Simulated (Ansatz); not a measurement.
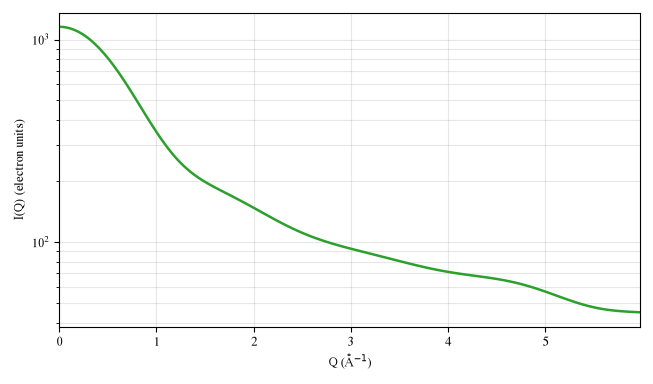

Elastic X-ray scattering of a randomly oriented, rigid molecule, calculated with the Debye equation from neutral-atom form factors (independent atoms, no Compton part, no vibration). The geometry is the end point of an optimisation (RKS BHLYP/def2-SVP in Ansatz 0.2.0); it may be a saddle point or a higher isomer. It contains C, B, Al, H.

How many electrons does the independent-atom model of the molecule hold?

Answer. I(0) is the square of the electron number: I(0) = 1160, so about 34 electrons, the count of C2H4AlB.

What radius of gyration does the initial fall-off give?

Answer. From I(Q) ≈ I(0) exp(−Q²R²/3) at small Q, R ≈ 2.10 Å. It is larger than the electron-weighted radius of the nuclear positions alone (1.93 Å), because each atom's electron cloud adds to it.
